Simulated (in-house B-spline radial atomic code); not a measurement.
**Ru³⁷⁺: excited configurations**

Aim: the energies of several excited configurations of Ru³⁷⁺ above a reference configuration, each from its own self-consistent run.

Method: Dirac-Hartree-Fock, average of configuration, Fermi nucleus, basis-set limit. Code: in-house B-spline radial atomic code version 1.

### 1 The system

- element: ruthenium (Z = 44)
- charge: +37
- electrons: 7
- configuration: [He] 2s2 2p3
- Hamiltonian: Dirac-Coulomb
- nucleus: Fermi, rms radius 4.481 fm

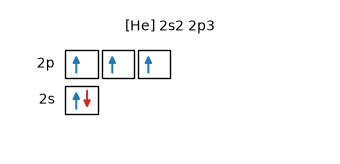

Occupation of the outer shells (arrows by Hund's rule).

The boxes draw the filling by Hund's rule, which heavy ions in jj coupling don't follow; these runs average over all states of the configuration.

Settings, as recorded:

```ini
Z = 44
electrons = 7.0
configuration = [He] 2s2 2p3
hamiltonian = dirac
method = hf
spin_polarised = False
nucleus = fermi
rms_radius = 4.4809
mass_number = 102
atomic_mass = 101.904340312
speed_of_light = 137.035999084
```

From the earlier run of the reference: total energy -3032.177168 hartree. Levels, eight at most:

```csv
orbital,occupation,energy (eV),<r> (bohr)
1s1/2,2,-24998.1,0.03331
2s1/2,2,-5623.40,0.1390
2p1/2,1,-5473.69,0.1172
2p3/2,2,-5328.33,0.1214
```

### 2 [He] 2s2 2p2 6d1

Settings, as recorded:

```ini
Z = 44
electrons = 7.0
configuration = [He] 2s2 2p2 6d1
hamiltonian = dirac
method = hf
spin_polarised = False
nucleus = fermi
rms_radius = 4.4809
mass_number = 102
atomic_mass = 101.904340312
speed_of_light = 137.035999084
```

### 3 Configuration [He] 2s2 2p2 5d1

The settings differ from step 2 so:

```diff
@@ -2,3 +2,3 @@
 electrons = 7.0
-configuration = [He] 2s2 2p2 6d1
+configuration = [He] 2s2 2p2 5d1
 hamiltonian = dirac
```

### 4 Configuration [He] 2s1 2p3 5d1

The settings differ from step 3 so:

```diff
@@ -2,3 +2,3 @@
 electrons = 7.0
-configuration = [He] 2s2 2p2 5d1
+configuration = [He] 2s1 2p3 5d1
 hamiltonian = dirac
```

### 5 Run with [He] 2s2 2p2 3p1

The settings differ from step 4 so:

```diff
@@ -2,3 +2,3 @@
 electrons = 7.0
-configuration = [He] 2s1 2p3 5d1
+configuration = [He] 2s2 2p2 3p1
 hamiltonian = dirac
```

### 6 Run with [He] 2s1 2p3 5p1

The settings differ from step 5 so:

```diff
@@ -2,3 +2,3 @@
 electrons = 7.0
-configuration = [He] 2s2 2p2 3p1
+configuration = [He] 2s1 2p3 5p1
 hamiltonian = dirac
```

Before running: How far above the reference does each configuration lie (order and size, in eV)?

**Answer**, as computed:

| net move | configuration | energy above the reference (eV) | with Breit, QED, recoil (eV) | largest <r> (bohr) |
| --- | --- | --- | --- | --- |
| 2p → 3p | [He] 2s2 2p2 3p1 | 3072.21 | 3068.91 | 0.314 |
| 2p → 5d | [He] 2s2 2p2 5d1 | 4578.97 | 4574.52 | 0.896 |
| 2s → 5p | [He] 2s1 2p3 5p1 | 4811.29 | 4804.90 | 0.933 |
| 2p → 6d | [He] 2s2 2p2 6d1 | 4823.25 | 4818.78 | 1.33 |
| 2s → 5d | [He] 2s1 2p3 5d1 | 4826.44 | 4819.88 | 0.896 |

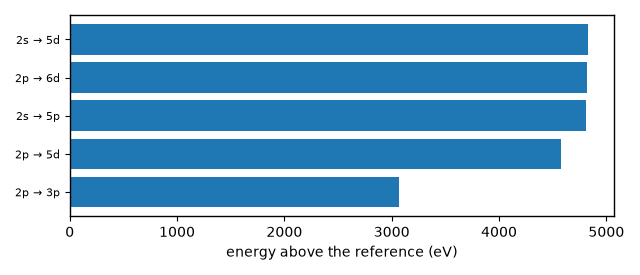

Energy of each configuration above the reference.

Quantum defects of the promoted electron, δ = n − ζ/√(−2ε) with ζ = 38 and ε its orbital energy in hartree:

| promotion | δ |
| --- | --- |
| 2p → 3p | 0.079 |
| 2p → 5d | 0.032 |
| 2s → 5p | 0.078 |
| 2p → 6d | 0.033 |
| 2s → 5d | 0.031 |

What this shows: The lowest of them is 2p → 3p at 3072.21 eV and the highest 2s → 5d at 4826.44 eV. Of those tabulated, the defect is largest for 3p (0.08) and least for 5d (0.03); at this charge much of the defect is relativistic. Two partly filled shells share a symmetry and can mix in the average, which may lower the energy, for: 2p → 3p; 2s → 5p. These are averages over configurations, without correlation, not spectroscopic levels.
